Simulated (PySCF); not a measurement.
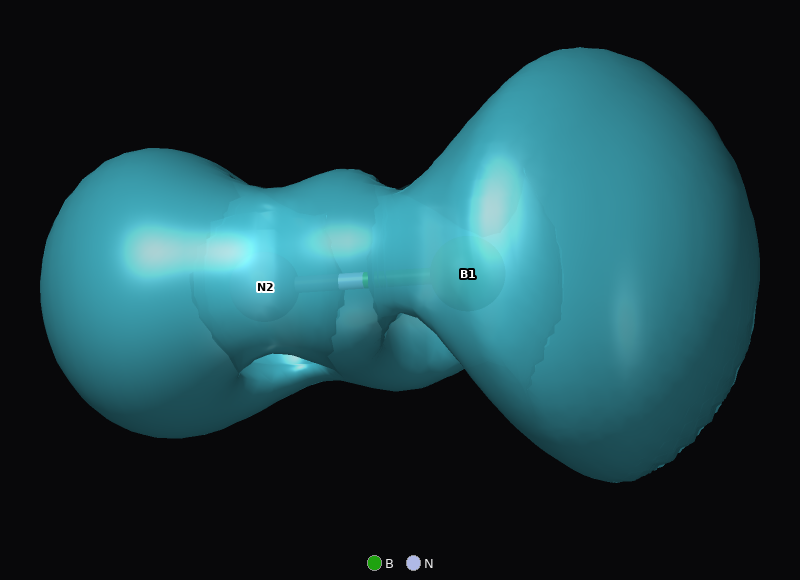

The picture shows: BN (triplet). Isosurface of the ELF at 0.75 (cyan), seen from one side. Only the valence region is drawn (cores and ρ < 0.01 e/Å³ removed).

Theory: PBE0/jorge-DZP-DKH, spin-free X2C-1e, Gaussian nucleus, at a bond length of 1.330 Å (PySCF 2.14.0).

```tsv
atom	x (Å)	y (Å)	z (Å)
B	0.0000	0.0000	-0.7446
N	0.0000	0.0000	0.5854
```

**What do the ELF domains correspond to?**

The surface consists of one joined region spread over several atoms (B, N), in which their bonds and any lone pairs are merged. Along the contacts the grid gives the following. B–N (1.33 Å): the ELF peaks at about 0.90 between the atoms, as expected for a polar covalent bond.
